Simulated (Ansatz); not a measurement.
# C2H2F (SMILES C=[C]F): UBHLYP/STO-3G

Aim: the vertical doublet–quartet gap of C2H2F at UBHLYP/STO-3G, from 2 runs. 

Program for the calculation: Ansatz 0.2.0.

54 further runs of the same task are left out: 3 that didn't finish, 51 set aside as unsound or not needed.

## (1) The structure to begin with

C2H2F has 5 atoms, charge 0, and is taken as a doublet. SMILES: `C=[C]F`. The coordinates come from a PBE0-D4/def2-TZVP relaxation.

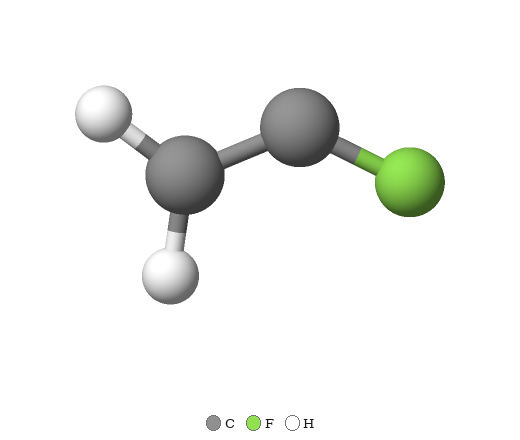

The structure, seen from a chosen angle (carbon grey, fluorine green, hydrogen white).

## (2) A single-point energy at UBHLYP/STO-3G

molecule.yaml reads:

```yaml
crystal:
  periodic: [false, false, false]
  atoms:
    - {symbol: C, position_ang: [0.488200, -0.200400, 0.008400]}
    - {symbol: C, position_ang: [-0.592700, 0.393700, 0.447100]}
    - {symbol: F, position_ang: [-1.725600, 0.629500, -0.148900]}
    - {symbol: H, position_ang: [0.534700, -0.590400, -1.005400]}
    - {symbol: H, position_ang: [1.345200, -0.306200, 0.657500]}
basis:
  gaussian:
    orbitals: STO-3G
magnetization:
  spin_polarized: true
  initial_magnetization: 1
hamiltonian:
  xc: {name: BHLYP}
accuracy: high
```

Launch:

```bash
$ ansatz run molecule.yaml --threads 1 --pin off --max-ram 2610MiB --events-out events.jsonl --progress --plain --runs-dir runs
```

Standard output:

```text
Warning: RAYON_NUM_THREADS=1 ignored (pool sized by the plan → 1); use --threads N
Functional definition: BHLYP
  name "BHLYP"
  parameter a = 0.5
  exchange = (1 - a)*b88_x + a*exact_x
  correlation = lyp_c
294 factors; integrals over basis functions are off by at most 4.1e-8 eV
mean field evaluation 1: about -4752.1599 eV, gradient 8.7e0 eV
mean field evaluation 2: about -4752.4770 eV, gradient 7.1e0 eV
mean field evaluation 4: about -4752.7990 eV, gradient 5.0e-1 eV
mean field evaluation 8: about -4752.8232 eV, gradient 9.7e-2 eV
mean field evaluation 16: about -4752.8240 eV, gradient 8.4e-6 eV
mean field -4752.82400487 eV, -174.6630605992 hartree, gradient 2.8e-8 eV, S^2 0.778607; 0 other end points of the search recorded, 0 dependent functions left out
reference -4752.82402016 eV, -174.6630611612 hartree; 12, 11 occupied and 5, 6 virtual orbitals, 294 factors
Total energy: -4752.82402016 eV, -174.6630611612 hartree
```

Wall time 0.85 s (1 thread of Intel Xeon 6975P-C (Granite Rapids), shared host); peak memory 0.14 GiB.

## (3) The quartet

job.yaml reads:

```yaml
crystal:
  periodic: [false, false, false]
  atoms:
    - {symbol: C, position_ang: [0.488200, -0.200400, 0.008400]}
    - {symbol: C, position_ang: [-0.592700, 0.393700, 0.447100]}
    - {symbol: F, position_ang: [-1.725600, 0.629500, -0.148900]}
    - {symbol: H, position_ang: [0.534700, -0.590400, -1.005400]}
    - {symbol: H, position_ang: [1.345200, -0.306200, 0.657500]}
basis:
  gaussian:
    orbitals: STO-3G
hamiltonian:
  xc: {name: BHLYP}
magnetization:
  spin_polarized: true
  initial_magnetization: 3
accuracy: high
```

Launch:

```bash
$ ansatz run job.yaml --threads 1 --pin off --max-ram 2610MiB --events-out events.jsonl --progress --plain --runs-dir runs
```

Standard output:

```text
Warning: RAYON_NUM_THREADS=1 ignored (pool sized by the plan → 1); use --threads N
Functional definition: BHLYP
  name "BHLYP"
  parameter a = 0.5
  exchange = (1 - a)*b88_x + a*exact_x
  correlation = lyp_c
294 factors; integrals over basis functions are off by at most 4.1e-8 eV
mean field evaluation 1: about -4746.7894 eV, gradient 1.1e1 eV
mean field evaluation 2: about -4747.5990 eV, gradient 8.5e0 eV
mean field evaluation 4: about -4748.0722 eV, gradient 4.4e-1 eV
mean field evaluation 8: about -4748.1186 eV, gradient 5.4e-3 eV
mean field evaluation 16: about -4748.1186 eV, gradient 3.4e-7 eV
mean field -4748.11857653 eV, -174.4901392971 hartree, gradient 8.0e-9 eV, S^2 3.755046; 0 other end points of the search recorded, 0 dependent functions left out
reference -4748.11859189 eV, -174.4901398615 hartree; 13, 10 occupied and 4, 7 virtual orbitals, 294 factors
Total energy: -4748.11859189 eV, -174.4901398615 hartree
```

Run time: 0.8 s. Hardware: 1 thread of Intel Xeon 6975P-C (Granite Rapids), shared host; peak memory 0.14 GiB.

## (4) Results

At UBHLYP/STO-3G:

```
                                        quantity          value
                           doublet: total energy  -174.66306 Eh
                                   doublet: ⟨S²⟩          0.779
                           quartet: total energy  -174.49014 Eh
                                   quartet: ⟨S²⟩          3.755
vertical energy of the quartet above the doublet       4.705 eV
```

At this shape the quartet lies 4.71 eV (454 kJ/mol) above the doublet. In a minimal basis such a difference can be off by several eV, whatever the method.
